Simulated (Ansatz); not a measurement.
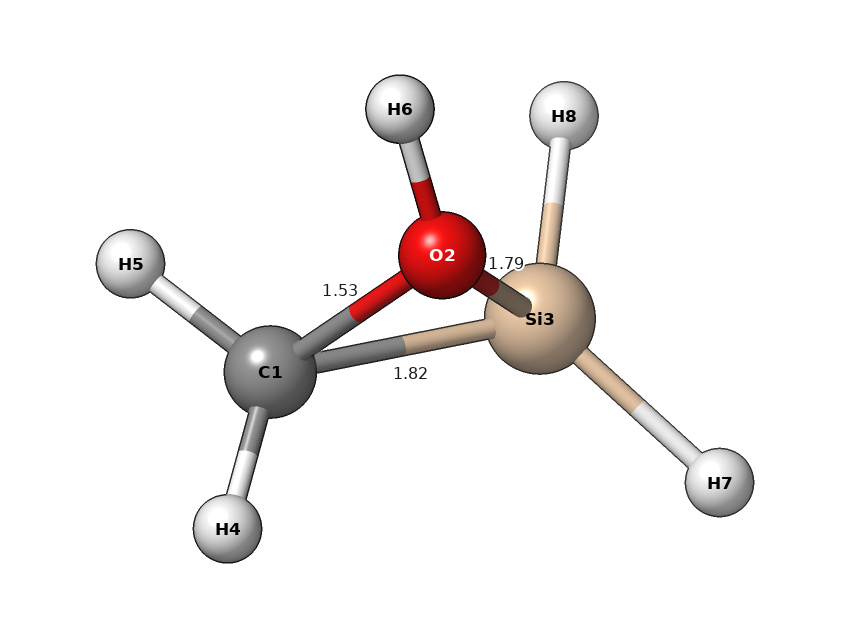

Bond lengths are marked in Å; every bond is drawn as one stick. The species has charge +1 and is a spin singlet. Computed geometry: PBE0-D4/def2-TZVP optimisation. No frequency run is at hand to confirm it as a minimum.

**Which of the marked bonds are single, double, triple or aromatic?**

C1–O2 single; C1–Si3 single; O2–Si3 single. This is one Lewis structure.

**Give the structure as SMILES.**

C1[OH+][SiH2]1
